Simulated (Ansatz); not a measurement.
# CH₅ClGaN (SMILES [CH3][Ga]([NH2])[Cl]): what the fields show

```xyz
9

C     0.1186    1.3417   -0.7889
Ga    0.1105   -0.5129   -0.1998
N    -0.3034   -1.1585    1.4336
Cl    0.6476   -2.0794   -1.5853
H    -0.5454    1.4581   -1.6469
H     1.1249    1.6224   -1.1045
H    -0.2048    2.0147    0.0058
H    -0.5799   -0.5927    2.2167
H    -0.2797   -2.1396    1.6521
```

Geometry: PBE0-D4/def2-TZVP.

These are results of Ansatz 0.2.0, RKS PBE0-D4/def2-TZVPP, not measurements.

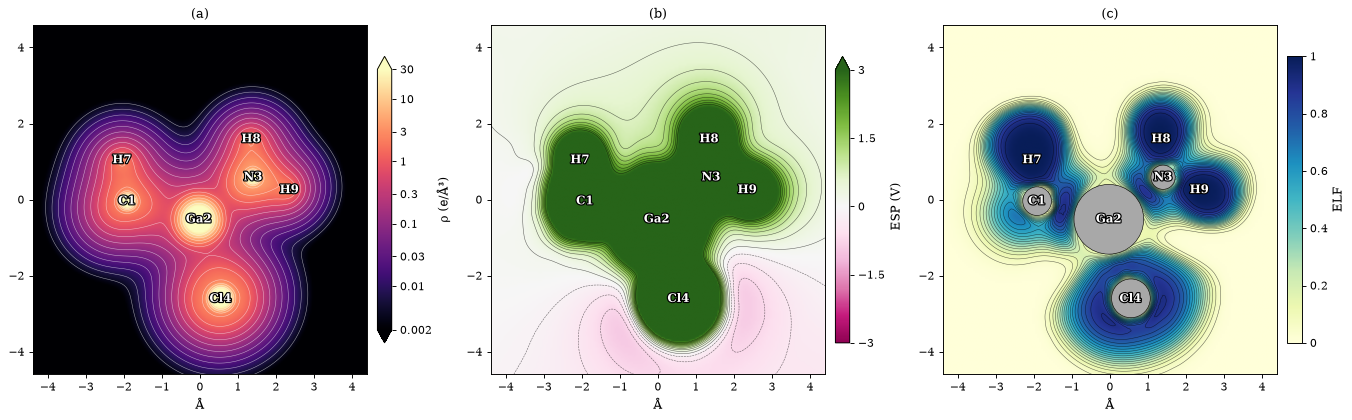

Figure 1. (a) total electron density; (b) electrostatic potential; (c) ELF on the plane of atoms Ga2, C1 and H7. Grey discs cover the atomic cores in the ELF map.

Q: Describe what can be read from this map.

A: The plane passes through C, Ga, N, Cl and H nuclei. Ga–N (1.80 Å): ρ at the midpoint is about 0.94 e/Å³; the ELF peaks at about 0.90 in the valence shell of N, 0.6 Å from its nucleus, and is about 0.30 at the midpoint. C–Ga (1.95 Å): ρ at the midpoint is about 0.81 e/Å³; the ELF peaks at about 0.90 in the valence shell of C, 0.7 Å from its nucleus, and is about 0.55 at the midpoint. Ga–Cl (2.16 Å): ρ is about 0.71 e/Å³ halfway; the ELF peaks at about 0.85 in the valence shell of Cl, 0.8 Å from its nucleus, and is about 0.60 at the midpoint. N–H (1.00 Å): ρ at the midpoint is about 2.9 e/Å³; the ELF climbs to about 1 towards the hydrogen, as it does in any bond to H: an ordinary covalent bond to hydrogen. C–H (1.09 Å): ρ at the midpoint is about 2 e/Å³; the ELF climbs to about 1 towards the hydrogen; an ordinary covalent bond to hydrogen. The ELF also peaks beside Cl4, away from the bonds: lone-pair regions. Outside the dense part of the molecule the potential is most negative (−0.9 V) near Cl4.

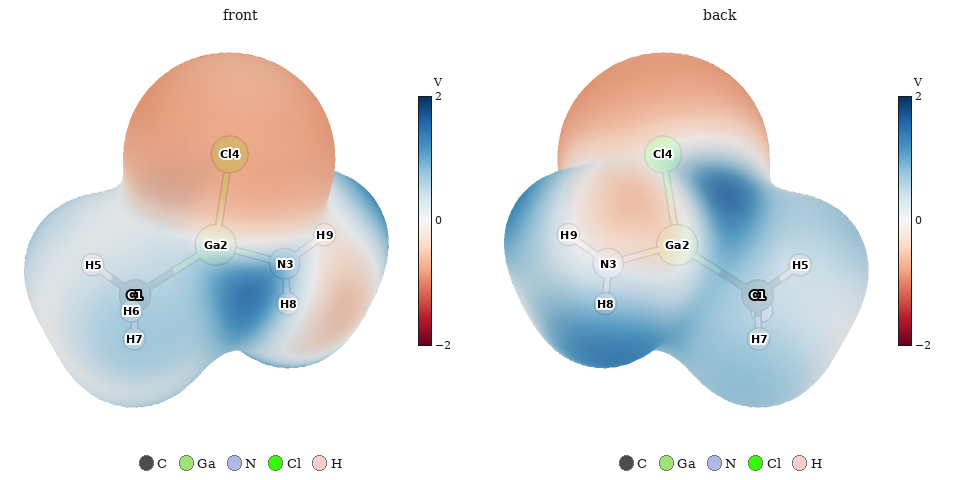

Figure 2. The electrostatic potential painted on the density surface at 0.001 e/bohr³, seen from the front and from behind; red is negative and blue positive.

Q: Where is the surface potential most negative and most positive?

A: The most negative region (about −0.8 V, or −18 kcal/mol for a unit charge) lies over Cl4, the most positive (about +1.5 V, or +35 kcal/mol for a unit charge) over Ga2.

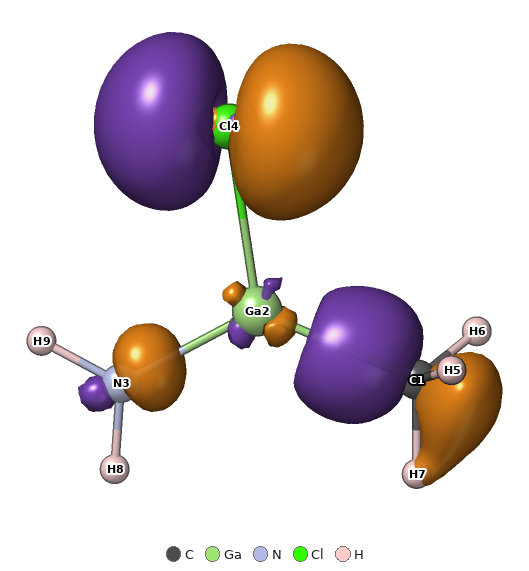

Figure 3. The HOMO−1 at ±0.15 Å⁻³ᐟ² (orange and purple are the two phases), seen at an oblique angle.

Q: Where does this orbital lie, and at what energy?

A: Its weight (Hirshfeld) is mainly on Cl4 (about 65 %), C1 (about 15 %) and Ga2 (about 10 %). Its energy is −8.32 eV.
